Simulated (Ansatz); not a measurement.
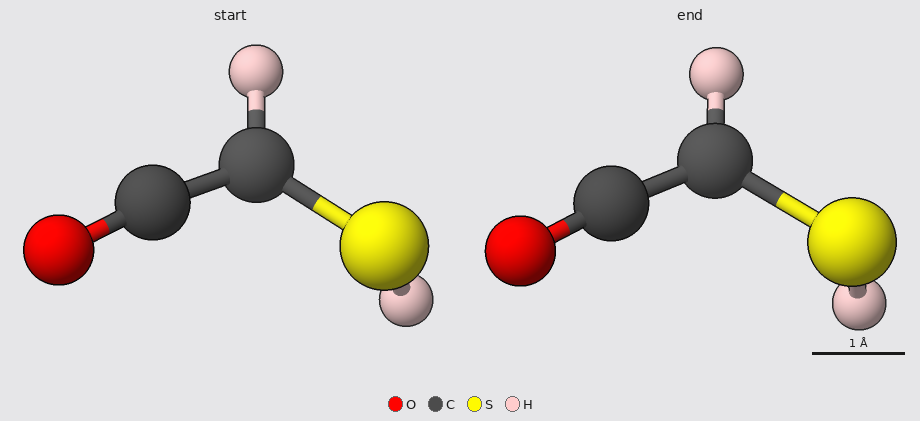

The structure of C$_{2}$H$_{2}$OS before (left) and after (right) a relaxation, at one scale.

Style: ball-and-stick. Shown at a tilt.

Method: RKS r2SCAN-D4/STO-3G in Ansatz 0.2.0.

The input:
```yaml
crystal:
  periodic: [false, false, false]
  atoms:
    - {symbol: O, position_ang: [-0.542898, -2.253981, 0.162241]}
    - {symbol: C, position_ang: [0.014250, -1.165993, 0.033101]}
    - {symbol: C, position_ang: [0.480867, 0.096883, 0.016466]}
    - {symbol: S, position_ang: [-0.453225, 1.235169, -0.828479]}
    - {symbol: H, position_ang: [1.559753, 0.285885, 0.400902]}
    - {symbol: H, position_ang: [-0.912363, 1.966962, 0.135440]}
basis:
  gaussian: {orbitals: STO-3G}
hamiltonian: {xc: r2scan, dispersion: d4}
relax: {f_tol: 0.05, max_steps: 5, max_displacement: 0.05}
```

Run as
```bash
ansatz run in.yaml --threads 2 --pin off --events-out ev --progress --plain --max-ram 3481MiB
```

Summarise the run.

Answer. The relaxation stopped without meeting its thresholds, so the last structure isn't shown to be converged. It used up its limit of 5 steps. Over 3 accepted moves (4 points after the start) the energy falls by 35.3 kJ/mol. Largest force component: 4.1 eV/Å at the start, 0.13 eV/Å at the end. The line search rejected the trial step at point 3 of the run. S4 moves most after the best rigid fit: 0.10 Å. Largest moves by element: S 0.10 Å, H 0.09 Å, C 0.06 Å, O 0.02 Å. Among the contacts that change: C3–S4 1.698 → 1.789 Å, S4–H6 1.294 → 1.372 Å, C3–H5 1.161 → 1.095 Å, C2–C3 1.346 → 1.332 Å. Among the angles between lasting bonds that change: C3–S4–H6 101.7° → 95.9°, O1–C2–C3 171.3° → 175.1°, S4–C3–H5 124.5° → 121.9°. Cost: 5.5 s on 2 threads of Arm Neoverse V1, with other jobs on the host.

Limits of the set-up: STO-3G is a minimal basis, so the numbers are rough.
